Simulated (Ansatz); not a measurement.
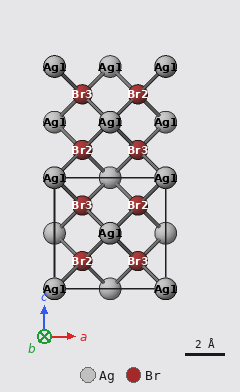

This is the input geometry for a relaxation of a crystal of AgBr$_{2}$ (a generated structure, set up in Fm-3m) (coarse preliminary run). A ball-and-stick model of the conventional cell (4 times the calculation's cell), repeated 1 × 1 × 2 with one cell outlined, seen along the b axis. Lengths and directions refer to the drawn axes.

Computed with Ansatz, DFT PBE, scalar-relativistic, plane waves, PAW.

The input:
```yaml
crystal:
  lattice:
    - [0.0, 2.92200162, 2.92200162]
    - [2.92200162, 0.0, 2.92200162]
    - [2.92200162, 2.92200162, 0.0]
  atoms:
    - { symbol: Ag, position: [0.0, 0.0, 0.0] }
    - { symbol: Br, position: [0.25, 0.25, 0.25] }
    - { symbol: Br, position: [0.75, 0.75, 0.75] }
basis:
  ecutwfc: 420
kpoints:
  mp_grid: { grid: [6, 6, 6] }
hamiltonian:
  xc: pbe
scf:
  occupations: { method: gaussian, width: 0.1 }
  lower_state_search: "off"
output:
  forces: true
  stress: true
  eigenvalues: true
relax:
  adjacent_minimum: "off"
  f_tol: 0.04
  max_steps: 70
  cell: { stress_tol: 0.4 }
```

Launched with:
```bash
ansatz run input.yaml --threads 1 --pin off --max-ram 2048MiB --backend cpu --events-out ev --progress --plain --runs-dir out
```

**Predict the outcome.**

Over 6 accepted moves (8 points after the start) the energy falls by 3.807 eV per cell of the calculation. All forces vanish by symmetry, so only the cell relaxes. The pressure goes from 63.30 to 0.04 GPa. At 2 points the geometry stayed and the basis and grid were re-selected for the new cell (energy shift of 81.5 meV per cell of the calculation at most each time). The atoms keep their places relative to the cell (all moves are under 0.005 Å). Cell: a = b = c 5.844 → 6.882 Å (+17.8 %). Volume +63.3 %. Among the contacts that change: Br2–Br3 2.922 → 3.441 Å, Ag1–Br2 2.531 → 2.980 Å. The space group stays Fm-3m (No. 225). Cost: 12 s on 1 thread of Arm Neoverse V2, on a shared host, peak memory 0.34 GiB.

The structure at the end:

```
CELL_PARAMETERS angstrom
0.00000 3.44103 3.44103
3.44103 0.00000 3.44103
3.44103 3.44103 0.00000
ATOMIC_POSITIONS crystal
Ag 0.00000 0.00000 0.00000
Br 0.25000 0.25000 0.25000
Br 0.75000 0.75000 0.75000
```

The end point in the same view:

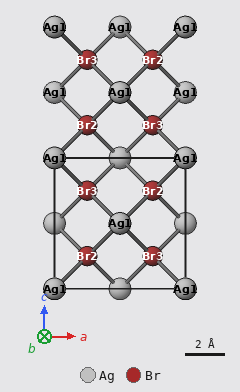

Limits of the set-up: an odd number of electrons was run without spin polarisation, which fails if the electron would localise.
